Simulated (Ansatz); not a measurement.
# Binding across the interface in graphene, 3 layers (486 atoms): runs compared

Aim: the interaction energy between the two parts of graphene, 3 layers (486 atoms) and its distance dependence.

Computed with Ansatz 0.2.0: Kohn-Sham DFT, revPBE+D3(BJ), PAW (set soft_2), plane waves.

### 1. The cell as built

The cell holds 486 atoms: 486 C. Its edges and angles: a = 22.140 Å, b = 22.140 Å, c = 18.820 Å, α = 90.0°, β = 90.0°, γ = 120.0°. It derives from C (graphene). 3 layers of graphene (a = 2.46 Å), 9 x 9 cells, every second layer slid by 0.333 of a1 + 2 a2; facing planes 3.52, 3.3 Å apart; 12 Å of vacuum. Regions: layer 1, 162 atoms (162 C); layer 2, 162 atoms (162 C); layer 3, 162 atoms (162 C). Vacuum lies along c.

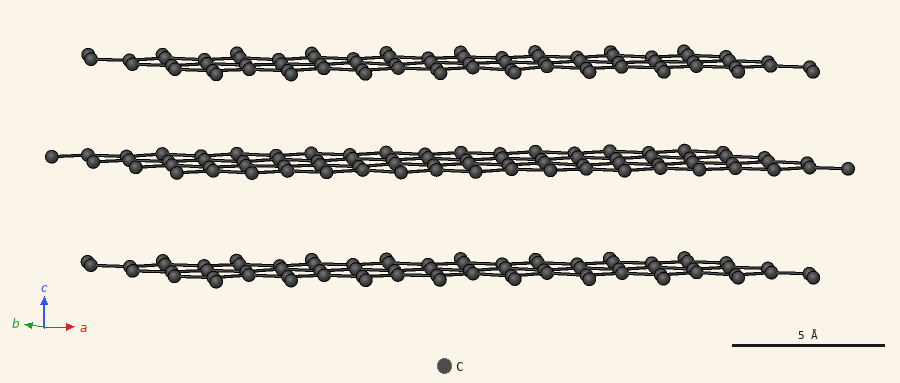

The cell as built. Drawn is a slice 8 Å thick, seen along the normal of the ac plane.

### 2. The reference run

The reference is a single point at the end of the relaxation.

The parts (lower: layer 1 and layer 2 and upper: layer 3) keep their atoms where they stand in it, and shifted cells move the upper part rigidly.

Its input, with most atom lines left out:

```yaml
crystal:
  lattice:
    - [22.14, 0.0, 0.0]
    - [-11.07, 19.1738, 0.0]
    - [0.0, 0.0, 18.82]
  atoms:
    - { symbol: C, position: [0.03699, 0.0741, 0.33205] }
    - { symbol: C, position: [0.07404, 0.03706, 0.33202] }
    - { symbol: C, position: [0.037, 0.18521, 0.33198] }
    - { symbol: C, position: [0.07405, 0.14817, 0.33207] }
    - { symbol: C, position: [0.03703, 0.29632, 0.3321] }
    - { symbol: C, position: [0.07403, 0.25927, 0.33211] }
    - { symbol: C, position: [0.03705, 0.40744, 0.33217] }
    [... atom lines 8 to 486 left out ...]
kpoints:
  mp_grid: { grid: [3, 3, 1] }
hamiltonian:
  xc: revpbe
  dispersion: d3bj
scf:
  occupations: { method: gaussian, width: 0.025 }
output:
  forces: true
  populations: true
  dos:
    method: { smearing: { sigma: 0.1 } }
    de: 0.1
    projected: { site_lists: { C: [C] } }
  eigenvalues: true
  write_density: true
  write_potential: true
  volumetric_format: npy
  elf: true
```

```
free energy per atom   : -252.1500 eV/atom
r.m.s. force component : 0.0153 eV/Å
```

No gap is quoted, since levels at the Fermi energy are partly filled.

### 3. The runs

Each row is one run, on 1 × NVIDIA GB200 with 32 threads of Arm Neoverse V2, shared host. The free energy is the program's total, comparable only between runs with the same functional, potentials and atoms, or as a whole against its parts.

| run | atoms | outcome | ionic steps, all passes | free energy (eV) | time | host memory (GiB) | planned on the GPU (GiB) |
| --- | --- | --- | --- | --- | --- | --- | --- |
| Single point at the start | 486 | converged | - | -122540.174 | 23 s | 2.9 | - |
| Relaxation | 486 | converged | 5 | -122544.896 | 93 s | 3.9 | - |
| Single point at the relaxed geometry | 486 | converged | - | -122544.896 | 55 s | 16 | - |
| The lower part alone | 324 | converged | - | -81692.091 | 30 s | 3.1 | - |
| The upper part alone | 162 | converged | - | -40840.135 | 11 s | 2.4 | 121 |
| Upper part moved by +0.3 Å | 486 | converged | - | -122544.019 | 33 s | 2.8 | - |
| Upper part moved by -0.3 Å | 486 | converged | - | -122540.819 | 33 s | 7.2 | - |
| Upper part moved by +0.8 Å | 486 | converged | - | -122540.591 | 35 s | 7.2 | - |
| Upper part moved by +1.6 Å | 486 | converged | - | -122536.645 | 36 s | 7.1 | - |
| Upper part moved by +3 Å | 486 | converged | - | -122533.924 | 32 s | 7.1 | - |
| Whole cell, PBE | 486 | converged | - | -121949.260 | 23 s | 2.9 | - |
| Lower part, PBE | 324 | converged | - | -81301.226 | 13 s | 2.4 | - |
| Upper part, PBE | 162 | converged | - | -40652.605 | 5.5 s | 2.3 | 116 |
| Whole cell, LDA | 486 | converged | - | -118084.201 | 23 s | 2.8 | - |
| Lower part, LDA | 324 | converged | - | -78721.676 | 14 s | 2.4 | - |
| Upper part, LDA | 162 | converged | - | -39358.934 | 6 s | 2.1 | 116 |
| Whole cell, r2SCAN+D4 | 486 | converged | - | -122336.124 | 46 s | 9.4 | - |
| Lower part, r2SCAN+D4 | 324 | converged | - | -81554.710 | 22 s | 3.3 | - |
| Upper part, r2SCAN+D4 | 162 | converged | - | -40773.388 | 11 s | 3.1 | 147 |

In some runs the program notes that it cut back its plan to fit the GPU's memory, it cut back its work space to fit the memory limit and the exchange-correlation potential is rough where the density is thin.

### 4. Interaction energy

Whole cell less its two parts, each frozen at the geometry of the whole and solved in the same cell with the same functional, so that energy zeros cancel. The upper part is 'layer 3' and the lower part 'layer 1 and layer 2'. The nearest atoms of the two parts stand 3.17 Å apart. The face is 424.5 Å².

| functional | interaction energy (eV) | of it, the added dispersion term (eV) | per area (meV/Å²) | per area (J/m²) | per atom of the upper part (meV) |
| --- | --- | --- | --- | --- | --- |
| revPBE+D3(BJ) | -12.670 | -21.617 | -29.8 | -0.48 | -78.2 |
| PBE | 4.571 | - | 10.8 | 0.17 | 28.2 |
| LDA | -3.591 | - | -8.5 | -0.14 | -22.2 |
| r2SCAN+D4 | -8.026 | -6.960 | -18.9 | -0.30 | -49.5 |

### 5. Energy against separation

The upper part is moved rigidly along the normal from its place in the reference.

| shift (Å) | energy change (eV) | per area (meV/Å²) | share of the binding lost (%) |
| --- | --- | --- | --- |
| -0.3 | 4.077 | 9.60 | - |
| +0.0 | 0.000 | 0.00 | - |
| +0.3 | 0.877 | 2.07 | 7 |
| +0.8 | 4.305 | 10.14 | 34 |
| +1.6 | 8.251 | 19.44 | 65 |
| +3.0 | 10.972 | 25.85 | 87 |

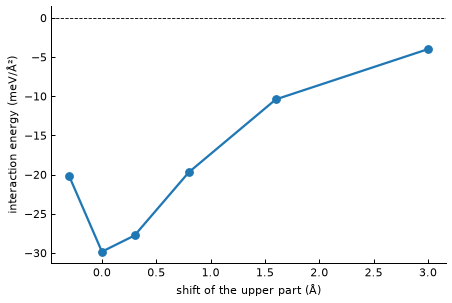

Interaction energy against the shift of the upper part; zero is the parts apart.

### 6. Levels of whole and parts

| cell | level spacing (eV) | vacuum level at the upper face, over the highest filled level, or over E_F where no gap is given (eV) | moment (μB) |
| --- | --- | --- | --- |
| whole | - | 4.18 | no spin |
| lower part | - | 4.17 | no spin |
| upper part | - | 4.11 | no spin |

A dash marks a cell without a clear gap, or without a flat potential in the vacuum.

### 7. Outcome

The parts bind with 29.8 meV/Å² (12.7 eV for the cell) at the level revPBE+D3(BJ), the size of van der Waals binding between sheets. The added dispersion term contributes -21.617 eV, the functional itself 8.947 eV. At this one geometry the functionals range from -29.8 (revPBE+D3(BJ)) to 10.8 meV/Å² (PBE). The curvature over ±0.3 Å is 2.1×10²⁰ N/m³, and the energy rises faster on the near side. At +3.0 Å, 87 % of the binding is lost; the shift also narrows the vacuum to the periodic image.

Caveats: The functionals run at their own default cutoffs. The parts are frozen, so the energy of their deformation isn't counted. No correction is made for dipoles across the vacuum, and the parts also feel their periodic images through it.

The DFT runs together took 9.1 min of wall time.

[Logs are printed without paths, hosts, clocks, repeated set-up lines and the standing remarks that a program may print on its own settings, such as how far it seeks lower states.]

[Hosts, paths, dates, database ids (printed as entryN), source tags and the programs' standing remarks are cut or masked in the printed files.]
